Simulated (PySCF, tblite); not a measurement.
# C5H3ClFO radical: geometry, infrared bands and EPR parameters

What infrared bands and EPR parameters should C5H3ClFO radical (`[CH2]/C(=C\F)C(Cl)=C=O`) show?

Programs: tblite 0.8.0 and PySCF 2.14.0, with density-fitted response routines of our own. Each step states its level of theory. These are calculated values for one molecule in the gas phase, unless marked as measured. Atoms count from 0, in the outputs and in this text.

## Step 1: The molecule as given

11 atoms, charge 0, multiplicity 2; geometry from: force field or distance geometry start.

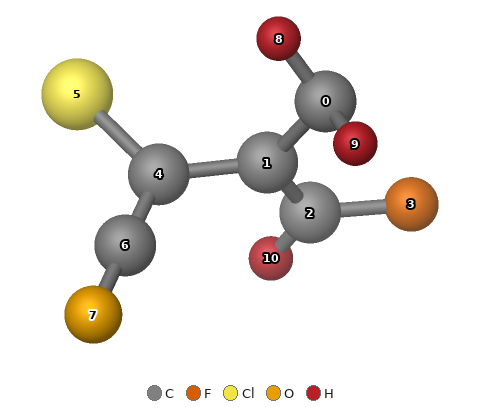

The starting geometry (carbon grey, fluorine orange, chlorine yellow, oxygen amber, hydrogen red), atoms numbered.

## Step 2: Geometry optimisation with GFN2-xTB

What the job is given:

```
{"job": {"kind": "relax", "xc": "GFN2-xTB", "basis": "xTB"}, "charge": 0, "multiplicity": 2}
C     -1.101100    -1.141600    -0.562000
C     -0.392500     0.080900    -0.152800
C     -1.030400     1.072400     0.433000
F     -2.395400     0.974700     0.620500
C      1.066600     0.245600    -0.325200
Cl     1.725500     0.968600    -1.784000
C      1.852600    -0.162600     0.630300
O      2.601500    -0.533000     1.556500
H     -0.578600    -1.593900    -1.444800
H     -1.184700    -1.895800     0.249800
H     -0.558100     1.987400     0.752900
```

The run is started by

```
OMP_NUM_THREADS=1 python probes_run.py task.json out
```

One launch serves the whole session: the jobs run in the order shown.

**Question.** This job is followed by: GFN2-xTB harmonic vibrations, gas phase; UKS B3LYP, pcH-1 on C Cl F H O, non-relativistic, mean-field spin-orbit, GIAO. Predict these results of the whole session: strongest single infrared mode (GFN2-xTB); zero-point energy (GFN2-xTB); g(iso) (B3LYP); ⟨S²⟩; largest a(iso) (averaged by class); surface potential, least and greatest.

As calculated:

| quantity | value |
| --- | --- |
| strongest single infrared mode (GFN2-xTB) | 2257 cm⁻¹, 1064 km/mol |
| zero-point energy (GFN2-xTB) | 39.1 kcal/mol |
| g(iso) (B3LYP) | 2.00340 |
| ⟨S²⟩ | 0.783 (exact 0.75) |
| largest a(iso) (averaged by class) | 19F on F3, 87.5 MHz |
| surface potential, least and greatest | -0.54 V and 1.31 V |

What this shows: Over 116 steps the energy fell by 1.523 eV; of the close pairs, C0–C1 changed most, 1.471 to 1.380 Å. No mode is imaginary among the 27: a minimum at this level. The strongest single mode, at 2257 cm⁻¹, moves mainly C6. Unscaled tight-binding wavenumbers are off by several per cent, some by more. Its intensities can rank the bands wrongly. The largest spin populations lie on C0 (0.72 e), C2 (0.59 e). The isotropic g lies 1.1 ppt above the free-electron value.
